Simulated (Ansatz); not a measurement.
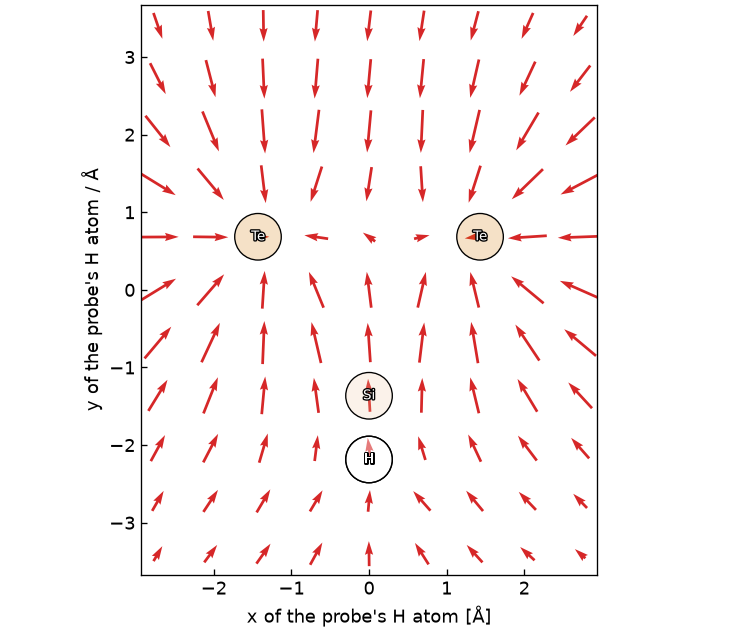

H₂SiTe₂ (SMILES [SiH2]1[Te][Te]1) with the probe H2O. The probe is moved over a plane parallel to the molecule's main plane, 3.34 Å above it. Coordinates scanned: (1) x of the probe's H atom; (2) y of the probe's H atom. Nothing is relaxed (molecule and probe rigid, the probe upright with H nearest the plane). Grid: 9 × 11 points. Points are written as (first, second). The calculation used Ansatz, RKS B3LYP-D4/def2-SVPD.

In the figure: arrows along the force (downhill), their lengths compressed, labelled circles for the molecule's atoms, projected on the plane.

> The arrows alone are given. Where are the wells?

The arrows converge at about (−1.28 Å, 0.68 Å); about (1.11 Å, 0.72 Å) (1.1 kJ/mol up) (read from the interpolated surface).

The energy map of the same scan:

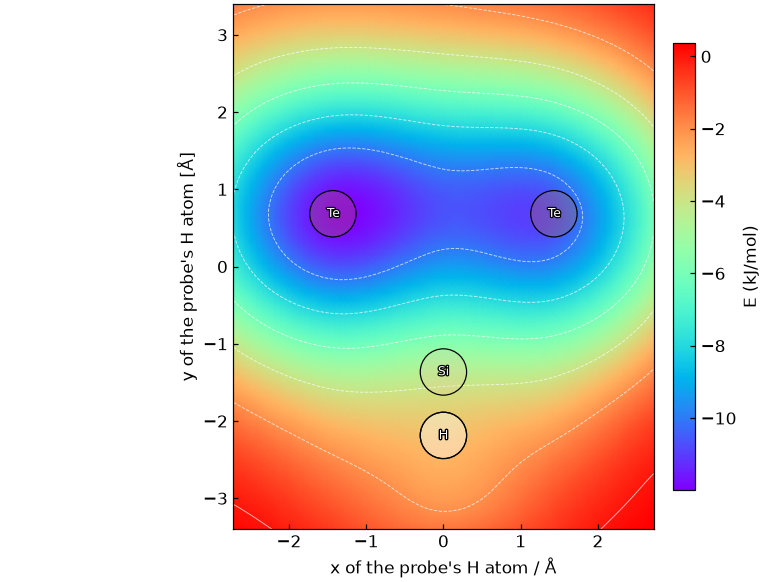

Energies are in kJ/mol, from molecule and probe far apart, each relaxed in its own basis (no counterpoise correction); between grid points the surface is interpolated.
